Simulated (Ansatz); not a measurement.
**Ge wire along [100], 25 atoms a period, H-terminated: bands along the axis**

Aim: is the Ge wire along [100], 25 atoms a period, H-terminated a metal or a semiconductor?

Main program and level: Ansatz 0.2.0; DFT PBE, plane waves, PAW; relaxation of a wire's period; PAW set soft_1, in the first sound run; inputs show where later runs differ.

## (1) Set-up

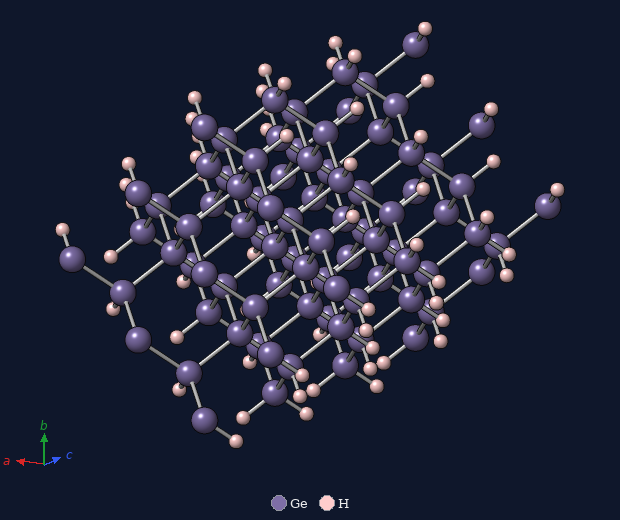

Start, viewed at a slant to the c axis; germanium purple, hydrogen pink. 1×1×3 cells are drawn. Some periodic images of atoms are drawn too.

The cell holds 45 atoms: 25 Ge and 20 H. Its edges and angles: a = 20.121 Å, b = 20.121 Å, c = 5.760 Å, α = 90.0°, β = 90.0°, γ = 90.0°. Vacuum lies along a and b. The structure's axis is c.

## (2) The relaxed wire

Band widths follow the bond lengths, so the wire is relaxed first. The atoms and the third cell vector are free; the box across stays fixed as vacuum. A Fermi-Dirac smearing is set since the result may be a metal. The pressure printed is a third of the stress's trace over the whole box, vacuum included; only the stress along the axis is relaxed.

Contents of input.yaml:

```yaml
crystal:
  lattice:
    - [20.121, 0.0, 0.0]
    - [0.0, 20.121, 0.0]
    - [0.0, 0.0, 5.76]
  atoms:
    - { symbol: Ge, position: [0.213740193, 0.500008271, 0.0] }
    - { symbol: Ge, position: [0.356874232, 0.356874232, 0.0] }
    - { symbol: Ge, position: [0.356874232, 0.64314231, 0.0] }
    - { symbol: Ge, position: [0.500008271, 0.213740193, 0.0] }
    - { symbol: Ge, position: [0.500008271, 0.500008271, 0.0] }
    - { symbol: Ge, position: [0.500008271, 0.786276349, 0.0] }
    - { symbol: Ge, position: [0.64314231, 0.356874232, 0.0] }
    - { symbol: Ge, position: [0.64314231, 0.64314231, 0.0] }
    - { symbol: Ge, position: [0.786276349, 0.500008271, 0.0] }
    - { symbol: H, position: [0.168977685, 0.455245763, 0.156365698] }
    - { symbol: H, position: [0.312111724, 0.312111724, 0.156365698] }
    - { symbol: H, position: [0.455245763, 0.168977685, 0.156365698] }
    - { symbol: H, position: [0.544770779, 0.831038857, 0.156365698] }
    - { symbol: H, position: [0.687904818, 0.687904818, 0.156365698] }
    - { symbol: H, position: [0.831038857, 0.544770779, 0.156365698] }
    - { symbol: Ge, position: [0.285307212, 0.57157529, 0.25] }
    - { symbol: Ge, position: [0.428441251, 0.428441251, 0.25] }
    - { symbol: Ge, position: [0.428441251, 0.71470933, 0.25] }
    - { symbol: Ge, position: [0.57157529, 0.285307212, 0.25] }
    - { symbol: Ge, position: [0.57157529, 0.57157529, 0.25] }
    - { symbol: Ge, position: [0.71470933, 0.428441251, 0.25] }
    - { symbol: H, position: [0.240544705, 0.616337798, 0.406365698] }
    - { symbol: H, position: [0.383678744, 0.759471837, 0.406365698] }
    - { symbol: H, position: [0.616337798, 0.240544705, 0.406365698] }
    - { symbol: H, position: [0.759471837, 0.383678744, 0.406365698] }
    - { symbol: Ge, position: [0.356874232, 0.500008271, 0.5] }
    - { symbol: Ge, position: [0.500008271, 0.356874232, 0.5] }
    - { symbol: Ge, position: [0.500008271, 0.64314231, 0.5] }
    - { symbol: Ge, position: [0.64314231, 0.500008271, 0.5] }
    - { symbol: H, position: [0.240544705, 0.383678744, 0.593634302] }
    - { symbol: H, position: [0.383678744, 0.240544705, 0.593634302] }
    - { symbol: H, position: [0.616337798, 0.759471837, 0.593634302] }
    - { symbol: H, position: [0.759471837, 0.616337798, 0.593634302] }
    - { symbol: Ge, position: [0.285307212, 0.428441251, 0.75] }
    - { symbol: Ge, position: [0.428441251, 0.285307212, 0.75] }
    - { symbol: Ge, position: [0.428441251, 0.57157529, 0.75] }
    - { symbol: Ge, position: [0.57157529, 0.428441251, 0.75] }
    - { symbol: Ge, position: [0.57157529, 0.71470933, 0.75] }
    - { symbol: Ge, position: [0.71470933, 0.57157529, 0.75] }
    - { symbol: H, position: [0.168977685, 0.544770779, 0.843634302] }
    - { symbol: H, position: [0.312111724, 0.687904818, 0.843634302] }
    - { symbol: H, position: [0.455245763, 0.831038857, 0.843634302] }
    - { symbol: H, position: [0.544770779, 0.168977685, 0.843634302] }
    - { symbol: H, position: [0.687904818, 0.312111724, 0.843634302] }
    - { symbol: H, position: [0.831038857, 0.455245763, 0.843634302] }
kpoints:
  mp_grid: { grid: [1, 1, 14] }
scf:
  occupations: { method: fermi_dirac, width: 0.05 }
hamiltonian:
  xc: pbe
  pseudopotentials: { kind: paw, azcp: { folder: soft_1 } }
relax:
  cell: { fix: [a, b, alpha, beta, gamma] }
  max_steps: 45
  f_tol: 0.03
```

Launch:

```bash
$ ansatz run input.yaml --threads 4 --pin off --max-ram 16384MiB --backend cpu --events-out ev --progress --plain --runs-dir out
```

Numbers of over 12 decimals in the logs are rounded to 6 here.

What it wrote:

```text
Engine: ansatz 0.2.0, x86_64-unknown-linux-gnu
Pseudopotentials: kind: paw
Pseudopotential: Ge, paw, valence charge 14, recommended cutoff 420 eV (normal), soft_1/Ge.paw.azcp
Pseudopotential: H, paw, valence charge 1, recommended cutoff 420 eV (normal), soft_1/H.paw.azcp
Functional definition: PBE
  parameter kappa = 0.804
  parameter beta = 0.066725
  exchange = pbe_x(kappa = kappa, mu = beta*pi^2/3)
  correlation = pbe_c(beta = beta)
Crystal: 45 atoms, lattice volume = 2331.963 Å³
Basis set: ecut = 420 eV, 45619 PW (Γ), exchange–correlation on 270×270×80 points (8 copies of the dense FFT grid, shifted against one another)
Bands: 230, of which v1, the nominal top of the filled ones, is band 185 counted from 1 (184 counted from 0)
Symmetry: 8 space group operations
Space group: P-42m (ITA 111), of the structure as read, at distance tolerance 1.3e-4 Å
k-points: 8 of 14
Non-local potential: Ge, projectors of the file, l = 0: 2, l = 1: 2, l = 2: 3, l = 3: 1
Non-local potential: H, projectors of the file, l = 0: 2, l = 1: 1
PAW form: soft (Blöchl's): semilocal exchange-correlation on the pseudo side does not see the compensation charge
PAW one-centre angular grid: Ge, 590 points (default); XC on 64 Gauss nodes
PAW one-centre angular grid: H, 110 points (default); XC on 64 Gauss nodes
Initial density: superposition of atomic densities (neutral atoms: chi_scale 0, normalization atom)
Initial wavefunctions: pseudopotential atomic-orbital guess
Functional: x = pbe(κ = 0.804, μ = 0.219515), c = pbe(β = 0.066725)
SCF iter   1: F=—  HF=-107692.490663 eV  |F-HF|=—  |Δ(HF+E_count)|=         —  Δρ=3.10e-2  dr2=1.86e1  ethr=3.10e-3  ⟨swp⟩=6.9  Hψ=7423  notcnv=0  defer=27
preconditioner: auto → Resta (q_TF=auto, 2.007 Å⁻¹)  ε∞=1.5  [insulator: Δε(μ)=2.411 eV  Ē_g=21.795 eV  σ=0.050 eV  W_gap=1.00  n_scr=330 (ndim 8)  ℏωp=14.8 eV  f_vac=0.609  D(μ)=0.00/eV (n_scr^D=0)  ε∞_Penn≈1.5  vacuum switching on, ρ_ref=3.4e-2 e/Å³]
SCF iter   2: F=—  HF=-107688.419729 eV  |F-HF|=—  |Δ(HF+E_count)|=    4.07e0  Δρ=1.33e-2  dr2=4.14e0  ethr=3.10e-3  ⟨swp⟩=3.0  Hψ=2580  notcnv=0  defer=284
SCF iter   3: F=—  HF=-107688.726621 eV  |F-HF|=—  |Δ(HF+E_count)|=   3.07e-1  Δρ=5.52e-3  dr2=7.67e0  ethr=1.12e-3  ⟨swp⟩=4.0  Hψ=3832  notcnv=0  defer=287
SCF iter   4: F=—  HF=-107687.507894 eV  |F-HF|=—  |Δ(HF+E_count)|=    1.22e0  Δρ=1.65e-3  dr2=7.79e-2  ethr=1.12e-3  ⟨swp⟩=3.8  Hψ=3273  notcnv=0  defer=275
SCF iter   5: F=—  HF=-107687.508726 eV  |F-HF|=—  |Δ(HF+E_count)|=   8.32e-4  Δρ=7.46e-4  dr2=6.13e-3  ethr=2.10e-5  ⟨swp⟩=2.0  Hψ=2208  notcnv=0  defer=277
SCF iter   6: F=—  HF=-107687.511515 eV  |F-HF|=—  |Δ(HF+E_count)|=   2.79e-3  Δρ=1.33e-4  dr2=5.23e-4  ethr=1.66e-6  ⟨swp⟩=2.0  Hψ=3040  notcnv=0  defer=277
SCF iter   7: F=—  HF=-107687.511566 eV  |F-HF|=—  |Δ(HF+E_count)|=   5.09e-5  Δρ=3.91e-5  dr2=4.02e-5  ethr=1.41e-7  ⟨swp⟩=2.0  Hψ=3040  notcnv=0  defer=277
SCF iter   8: F=—  HF=-107687.511834 eV  |F-HF|=—  |Δ(HF+E_count)|=   2.68e-4  Δρ=1.56e-5  dr2=4.01e-6  ethr=1.09e-8  ⟨swp⟩=2.0  Hψ=3190  notcnv=0  defer=277
SCF iter   9: F=—  HF=-107687.511839 eV  |F-HF|=—  |Δ(HF+E_count)|=   5.14e-6  Δρ=4.37e-6  dr2=4.40e-7  ethr=1.08e-9  ⟨swp⟩=2.0  Hψ=3040  notcnv=0  defer=277
SCF iter  10: F=-107687.511839 eV  HF=-107687.511839 eV  |F-HF|=1.30e-8  |Δ(HF+E_count)|=   2.84e-7  Δρ=1.05e-6  dr2=2.27e-8  ethr=2.70e-11  ⟨swp⟩=4.2  Hψ=5651  notcnv=0
SCF 1 converged in 10 iterations: F = -107687.511839 eV  dr2 = 2.27e-8
  greatest PAW one-centre occupation: 0.998 electrons in one spin orbital (limit 2), on the Ge atom at site 0 (counted from 0), in its partial waves of l = 2
relax step   1: F+E_penalty+E_count = -107687.51183908 eV  Δ(F+E_penalty+E_count) = +0.000e0 eV  max|allowed force component| = 2.648e-1 eV/Å  Δτ_max = 0.0000 Å  P = -0.489 GPa  Ω = 2331.963 Å³  fix = [a, b, alpha, beta, gamma]  reactions: a -0.494, b -0.494 GPa  (10 SCF iters, dr2 threshold 1.00e-7 eV, accepted)
Crystal: 45 atoms, lattice volume = 2329.526 Å³
Basis set: ecut = 420 eV, 45603 PW (Γ), exchange–correlation on 270×270×80 points (8 copies of the dense FFT grid, shifted against one another)
Initial density: handed on by an earlier stage of this run
Initial wavefunctions: those handed on with the density
iter 1 solved again at ethr=7.81e-5 eV; its pass at ethr=3.10e-3 eV (dr2=2.89e-1 eV) is discarded
SCF iter   1: F=—  HF=-107687.653225 eV  |F-HF|=—  |Δ(HF+E_count)|=         —  Δρ=5.01e-3  dr2=2.99e-1  ethr=7.81e-5  ⟨swp⟩=4.8  Hψ=7575  notcnv=0
preconditioner: auto → Resta (q_TF=auto, 2.008 Å⁻¹)  ε∞=1.5  [insulator: Δε(μ)=2.489 eV  Ē_g=21.836 eV  σ=0.050 eV  W_gap=1.00  n_scr=330 (ndim 8)  ℏωp=14.8 eV  f_vac=0.651  D(μ)=0.00/eV (n_scr^D=0)  ε∞_Penn≈1.5  vacuum switching on, ρ_ref=3.5e-2 e/Å³]
SCF iter   2: F=—  HF=-107687.628049 eV  |F-HF|=—  |Δ(HF+E_count)|=   2.52e-2  Δρ=2.18e-3  dr2=9.01e-2  ethr=7.81e-5  ⟨swp⟩=4.6  Hψ=2883  notcnv=0
SCF iter   3: F=—  HF=-107687.635435 eV  |F-HF|=—  |Δ(HF+E_count)|=   7.39e-3  Δρ=1.28e-3  dr2=1.10e-1  ethr=2.43e-5  ⟨swp⟩=4.6  Hψ=2879  notcnv=0  defer=38
SCF iter   4: F=—  HF=-107687.620539 eV  |F-HF|=—  |Δ(HF+E_count)|=   1.49e-2  Δρ=2.31e-4  dr2=1.96e-3  ethr=2.43e-5  ⟨swp⟩=2.9  Hψ=2241  notcnv=0  defer=256
SCF iter   5: F=—  HF=-107687.620580 eV  |F-HF|=—  |Δ(HF+E_count)|=   4.14e-5  Δρ=7.87e-5  dr2=1.13e-4  ethr=5.30e-7  ⟨swp⟩=2.6  Hψ=2871  notcnv=0  defer=248
SCF iter   6: F=—  HF=-107687.620624 eV  |F-HF|=—  |Δ(HF+E_count)|=   4.33e-5  Δρ=2.44e-5  dr2=1.28e-5  ethr=3.06e-8  ⟨swp⟩=2.0  Hψ=3031  notcnv=0  defer=248
SCF iter   7: F=-107687.620624 eV  HF=-107687.620624 eV  |F-HF|=3.49e-7  |Δ(HF+E_count)|=   4.42e-7  Δρ=6.97e-6  dr2=9.61e-7  ethr=1.18e-9  ⟨swp⟩=4.9  Hψ=5268  notcnv=0
SCF 2 converged in 7 iterations: F = -107687.620624 eV  dr2 = 9.61e-7
  greatest PAW one-centre occupation: 0.998 electrons in one spin orbital (limit 2), on the Ge atom at site 5 (counted from 0), in its partial waves of l = 2
relax step   2: F+E_penalty+E_count = -107687.62062371 eV  Δ(F+E_penalty+E_count) = -1.088e-1 eV  max|allowed force component| = 1.708e-1 eV/Å  Δτ_max = 0.0850 Å  P = +0.013 GPa  Ω = 2329.526 Å³  energy of the carried Pulay correction = +3.165e-4 eV  fix = [a, b, alpha, beta, gamma]  reactions: a +0.013, b +0.013 GPa  (7 SCF iters, dr2 threshold 4.38e-6 eV, accepted)
Crystal: 45 atoms, lattice volume = 2324.943 Å³
Basis set: ecut = 420 eV, 45499 PW (Γ), exchange–correlation on 270×270×80 points (8 copies of the dense FFT grid, shifted against one another)
iter 1 solved again at ethr=1.42e-5 eV; its pass at ethr=3.10e-3 eV (dr2=5.24e-2 eV) is discarded
[...]
SCF 4 converged in 5 iterations: F = -107687.659871 eV  dr2 = 3.86e-10
relax step   4: F+E_penalty+E_count = -107687.65987107 eV  Δ(F+E_penalty+E_count) = +1.011e-3 eV  max|allowed force component| = 2.302e-2 eV/Å  Δτ_max = 0.0000 Å  P = -0.014 GPa  Ω = 2324.943 Å³  fix = [a, b, alpha, beta, gamma]  reactions: a -0.009, b -0.009 GPa  stress off target by 2.31e-2 GPa on what of the cell is left free  SCF on the basis re-selected at this cell (its energy is not comparable with the rows above)  (5 SCF iters)
basis re-selected at this cell: Δ(F+E_penalty+E_count) = +1.011e-3 eV, ΔP = +0.000 GPa vs the last step (what re-selecting the basis moved, of the pressure what is left beyond the Pulay correction that the steps carried, after the strain that the cell walked since its last selection, with what the two solves' SCF thresholds leave and, on support functions, any second-order correction that the steps lacked; it is no m [...]
SCF converged after 5 iterations
Free energy (F): -107687.659871 eV
Harris-Foulkes:  -107687.659871 eV  (|F-HF|=4.37e-10)
Internal energy: -107687.659871 eV  (E = F + TS)
E sigma→0 (E₀):  -107687.659871 eV
Fermi energy:    -0.843687 eV
--- Per-component energies (eV) ---
  E_band       = -7160.894160
  E_kinetic    = 2565.259857
  E_local      = -269593.906960  (includes V_loc(G=0)·N_el)
  E_nonlocal   = 5470.621721
  E_hartree    = 131785.042890
  E_xc         = -1951.666051
  E_vxc        = -1834.108864  (∫ρ·V_xc dr)
  E_paw        = -50365.684489  (= ΣΔE_a)
  E_vpaw       = -7338.830268  (= ΣTr[D̂ρ^β])
  E_aug_tail   = -0.018223  (compensation charges beyond the density's cutoff)
  E_ewald      = 74402.691384
  E_smearing   = -0.000000  (= −TS)
  E_closure    = -0.000000  (closes the sum)
  Σ components = -107687.659871   (vs F -107687.659871, Δ=0.00e0)
--- Forces (eV/Å), atoms counted from 1 ---
  atom   1  Ge    -0.01728590     0.00000000     0.00000000
  atom   2  Ge     0.00863196     0.00863196     0.02301650
  atom   3  Ge     0.00863196    -0.00863196    -0.02301650
  atom   4  Ge    -0.00000000    -0.01728590     0.00000000
  atom   5  Ge     0.00000000     0.00000000     0.00000000
  atom   6  Ge    -0.00000000     0.01728590    -0.00000000
  atom   7  Ge    -0.00863196     0.00863196    -0.02301650
  atom   8  Ge    -0.00863196    -0.00863196     0.02301650
  atom   9  Ge     0.01728590     0.00000000    -0.00000000
  atom  10  H      0.00493843     0.00728038    -0.00548189
  atom  11  H     -0.00052076    -0.00052076    -0.01259277
  atom  12  H      0.00728038     0.00493843    -0.00548189
  atom  13  H     -0.00728038    -0.00493843    -0.00548189
  atom  14  H      0.00052076     0.00052076    -0.01259277
  atom  15  H     -0.00493843    -0.00728038    -0.00548189
  atom  16  Ge    -0.00495366     0.01090282     0.01681941
  atom  17  Ge     0.01415473     0.01415473    -0.00909834
  atom  18  Ge    -0.01090282     0.00495366     0.01681941
  atom  19  Ge     0.01090282    -0.00495366     0.01681941
  atom  20  Ge    -0.01415473    -0.01415473    -0.00909834
  atom  21  Ge     0.00495366    -0.01090282     0.01681941
  atom  22  H     -0.00156528    -0.01279442    -0.01586670
  atom  23  H      0.01279442     0.00156528    -0.01586670
  atom  24  H     -0.01279442    -0.00156528    -0.01586670
  atom  25  H      0.00156528     0.01279442    -0.01586670
  atom  26  Ge     0.01013920     0.00000000    -0.00000000
  atom  27  Ge    -0.00000000     0.01013920     0.00000000
  atom  28  Ge    -0.00000000    -0.01013920     0.00000000
  atom  29  Ge    -0.01013920     0.00000000     0.00000000
  atom  30  H     -0.00156528     0.01279442     0.01586670
  atom  31  H      0.01279442    -0.00156528     0.01586670
  atom  32  H     -0.01279442     0.00156528     0.01586670
  atom  33  H      0.00156528    -0.01279442     0.01586670
  atom  34  Ge    -0.00495366    -0.01090282    -0.01681941
  atom  35  Ge    -0.01090282    -0.00495366    -0.01681941
  atom  36  Ge     0.01415473    -0.01415473     0.00909834
  atom  37  Ge    -0.01415473     0.01415473     0.00909834
  atom  38  Ge     0.01090282     0.00495366    -0.01681941
  atom  39  Ge     0.00495366     0.01090282    -0.01681941
  atom  40  H      0.00493843    -0.00728038     0.00548189
  atom  41  H     -0.00052076     0.00052076     0.01259277
  atom  42  H      0.00728038    -0.00493843     0.00548189
  atom  43  H     -0.00728038     0.00493843     0.00548189
  atom  44  H      0.00052076    -0.00052076     0.01259277
  atom  45  H     -0.00493843     0.00728038     0.00548189
  max |Σ_I F_I| component: 9.54e-18 eV/Å
--- Stress (GPa, compression-positive) ---
       -0.009046       0.000000       0.000000
        0.000000      -0.009046      -0.000000
        0.000000      -0.000000      -0.023119
  P = ⅓ Tr σ = -0.0137 GPa (-0.137 kbar)
--- Relaxed structure (3 steps of the walk, 3 accepted, 1 SCFs on fresh bases) ---
  F+E_penalty+E_count = -107687.65987107 eV   max|allowed force component| = 2.302e-2 eV/Å   (the final SCF, on the basis selected at the relaxed cell)
  cell:  # Å, volume = 2324.9431 Å³
    - [20.121, 0.0, 0.0]
    - [0.0, 20.121, 0]
    - [0.0, 0, 5.742661]
  atoms:
    - { symbol: Ge, position: [0.216639, 0.500008, 0] }
    - { symbol: Ge, position: [0.358728, 0.358728, -0.00452647] }
    - { symbol: Ge, position: [0.358728, 0.641289, 0.00452647] }
    - { symbol: Ge, position: [0.500008, 0.216639, 0] }
    - { symbol: Ge, position: [0.500008, 0.500008, 0] }
    - { symbol: Ge, position: [0.500008, 0.783378, 0] }
    - { symbol: Ge, position: [0.641289, 0.358728, 0.00452647] }
    - { symbol: Ge, position: [0.641289, 0.641289, -0.00452647] }
    - { symbol: Ge, position: [0.783378, 0.500008, 0] }
    - { symbol: H, position: [0.171211, 0.455837, 0.152992] }
    - { symbol: H, position: [0.314076, 0.314076, 0.152211] }
    - { symbol: H, position: [0.455837, 0.171211, 0.152992] }
    - { symbol: H, position: [0.544179, 0.828805, 0.152992] }
    - { symbol: H, position: [0.685941, 0.685941, 0.152211] }
    - { symbol: H, position: [0.828805, 0.544179, 0.152992] }
    - { symbol: Ge, position: [0.287352, 0.570022, 0.246523] }
    - { symbol: Ge, position: [0.428707, 0.428707, 0.250633] }
    - { symbol: Ge, position: [0.429995, 0.712664, 0.246523] }
    - { symbol: Ge, position: [0.570022, 0.287352, 0.246523] }
    - { symbol: Ge, position: [0.571310, 0.571310, 0.250633] }
    - { symbol: Ge, position: [0.712664, 0.429995, 0.246523] }
    - { symbol: H, position: [0.243201, 0.615109, 0.403289] }
    - { symbol: H, position: [0.384907, 0.756815, 0.403289] }
    - { symbol: H, position: [0.615109, 0.243201, 0.403289] }
    - { symbol: H, position: [0.756815, 0.384907, 0.403289] }
    - { symbol: Ge, position: [0.357529, 0.500008, 0.5] }
    - { symbol: Ge, position: [0.500008, 0.357529, 0.5] }
    - { symbol: Ge, position: [0.500008, 0.642488, 0.5] }
    - { symbol: Ge, position: [0.642488, 0.500008, 0.5] }
    - { symbol: H, position: [0.243201, 0.384907, 0.596711] }
    - { symbol: H, position: [0.384907, 0.243201, 0.596711] }
    - { symbol: H, position: [0.615109, 0.756815, 0.596711] }
    - { symbol: H, position: [0.756815, 0.615109, 0.596711] }
    - { symbol: Ge, position: [0.287352, 0.429995, 0.753477] }
    - { symbol: Ge, position: [0.429995, 0.287352, 0.753477] }
    - { symbol: Ge, position: [0.428707, 0.571310, 0.749367] }
    - { symbol: Ge, position: [0.571310, 0.428707, 0.749367] }
    - { symbol: Ge, position: [0.570022, 0.712664, 0.753477] }
    - { symbol: Ge, position: [0.712664, 0.570022, 0.753477] }
    - { symbol: H, position: [0.171211, 0.544179, 0.847008] }
    - { symbol: H, position: [0.314076, 0.685941, 0.847789] }
    - { symbol: H, position: [0.455837, 0.828805, 0.847008] }
    - { symbol: H, position: [0.544179, 0.171211, 0.847008] }
    - { symbol: H, position: [0.685941, 0.314076, 0.847789] }
    - { symbol: H, position: [0.828805, 0.455837, 0.847008] }
```

Elapsed: 9 min, on 4 threads of Intel Xeon Platinum 8259CL at 2.50GHz (Skylake/Cascade Lake), shared host; peak memory 9.2 GiB; 33 min of CPU time.

Relaxation path:

```
step  energy less that of the first step (eV)  largest force component (eV/Å)  pressure (GPa)  volume (Å³)
   1                                   0.0000                          0.2648           -0.49      2331.96
   2                                  -0.1088                          0.1708            0.01      2329.53
   3                                  -0.1490                          0.0230           -0.01      2324.94
  4*                                  -0.1480                          0.0230           -0.01      2324.94
```

Relaxation steps marked * repeat the geometry before them on a plane-wave basis chosen anew for their cell, so energy and pressure can jump there.

The run keeps the 8 symmetry operations that it works with, so distortions that break them were not tested.

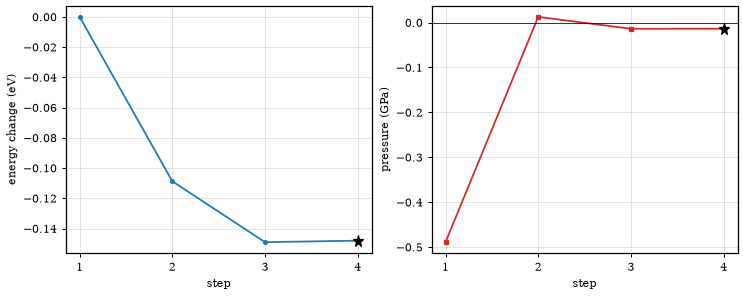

Energy and pressure along the relaxation. Stars mark steps on a basis chosen anew.

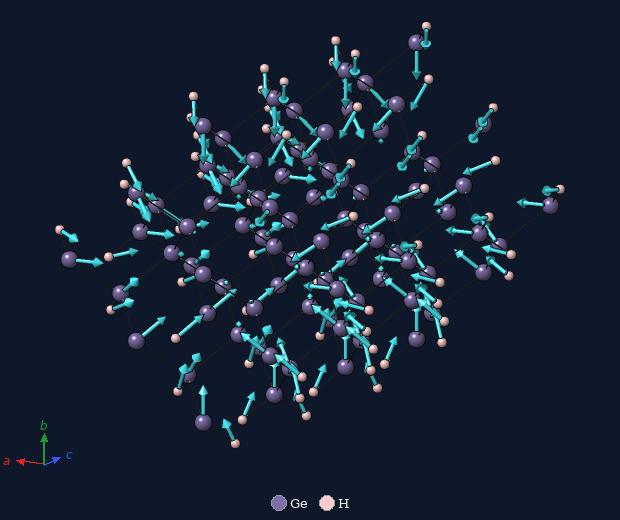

Displacements in the relaxation, exaggerated, measured against the changing cell; the longest in the cell stands for 0.06 Å. 1×1×3 cells are drawn. Some periodic images of atoms are drawn too.

```
cell as run  before  after  change
      c (Å)   5.760  5.743  -0.3 %
```

The atoms that moved most (Å, along periodic axes as changes of fractional coordinates times the final cell, across vacuum about the mean position):

```
atom      dx      dy      dz  length
 H32  -0.025  -0.053   0.018   0.061
 H33  -0.053  -0.025   0.018   0.061
 H25  -0.053   0.025  -0.018   0.061
 H23   0.025  -0.053  -0.018   0.061
 H24  -0.025   0.053  -0.018   0.061
 H22   0.053  -0.025  -0.018   0.061
 H31   0.025   0.053   0.018   0.061
 H30   0.053   0.025   0.018   0.061
```

This step gave:

| Quantity | Value |
| --- | --- |
| cell length along the wire | 5.743 Å |

The cell's length comes to 5.743 Å with spin left out.

[end of part 1 of 2]

[Logs are printed without paths, hosts, clocks, repeated set-up lines and the standing remarks that a program may print on its own settings, such as how far it seeks lower states.]

[Hosts, paths, dates, database ids (printed as entryN), source tags and the programs' standing remarks are cut or masked in the printed files.]
